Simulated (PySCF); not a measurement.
## Electronic structure of CH5F3GeOSi (SMILES F[C](F)(F)[GeH2][O][SiH3]) in real space

Input file:

```
{"job": {"kind": "uv", "xc": "CAM-B3LYP", "basis": "def2-SVPD", "ip": true}, "charge": 0, "multiplicity": 1}
F     -1.056085    -1.112443    -1.301051
C     -1.643348    -0.121358    -0.611772
F     -1.549740     0.987684    -1.352392
F     -2.942113    -0.424915    -0.497048
Ge    -0.780284     0.094788     1.177305
O      0.931220     0.402503     0.879763
Si     2.080475     0.079135    -0.279629
H     -1.364709     1.318900     1.887099
H     -0.944451    -1.219405     1.951805
H      3.346975     0.735537     0.150575
H      1.658659     0.623032    -1.605199
H      2.302873    -1.393170    -0.408703
```

Launched as:

```sh
OMP_NUM_THREADS=1 python probes_run.py task.json out
```

Geometry: PBE0-D3(BJ)/def2-SVP.

Method: CAM-B3LYP/def2-SVPD, SCF density, gas phase in PySCF 2.14.0.

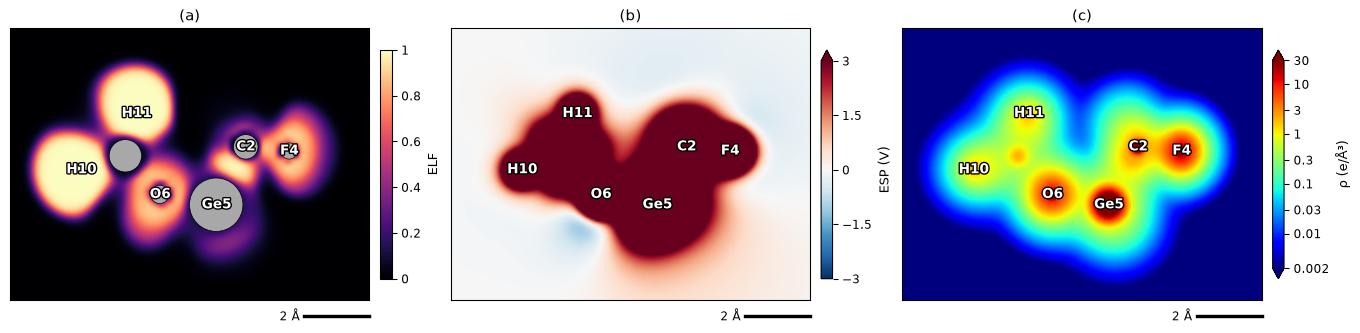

Figure 1. (a) electron localisation function; (b) molecular electrostatic potential; (c) electron density on the plane of atoms C2, Ge5 and O6. Grey discs cover the atomic cores in the ELF map.

### Describe what can be read from this map.

- Atoms in the plane: C, F, Ge, O and H.
- C–F (1.34 Å): ρ is about 2.4 e/Å³ halfway, with its minimum of 1.9 e/Å³ about 0.5 Å from C; the ELF peaks at about 0.85 between the atoms: a polar covalent bond.
- Ge–O (1.76 Å): ρ at the midpoint is about 0.96 e/Å³; the ELF peaks at about 0.85 in the valence shell of O, 0.6 Å from its nucleus, and is about 0.30 at the midpoint.
- C–Ge (2.00 Å): the density is about 0.9 e/Å³ at the midpoint; the ELF peaks at about 1 in the valence shell of C, 0.7 Å from its nucleus, and is about 0.80 at the midpoint.
- The ELF also peaks beside O6 and F4, away from the bonds: lone-pair regions.
- Outside the dense part of the molecule the potential is most negative (−1.0 V) near O6.

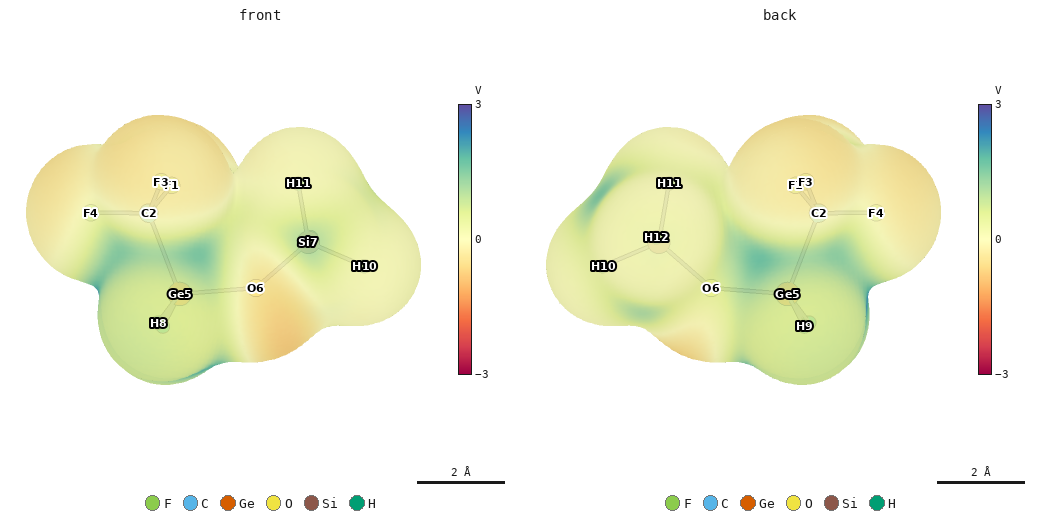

Figure 2. The molecular electrostatic potential painted on the density surface at 0.002 e/bohr³, seen from the front and from behind; red is negative and blue positive.

### Which sites attract a positive test charge, and which a negative one?

A positive charge is drawn to the negative regions and a negative charge to the positive ones. The most negative region (about −0.8 V, or −18 kcal/mol for a unit charge) lies over O6, the most positive (about +2.1 V, or +48 kcal/mol for a unit charge) over Ge5.
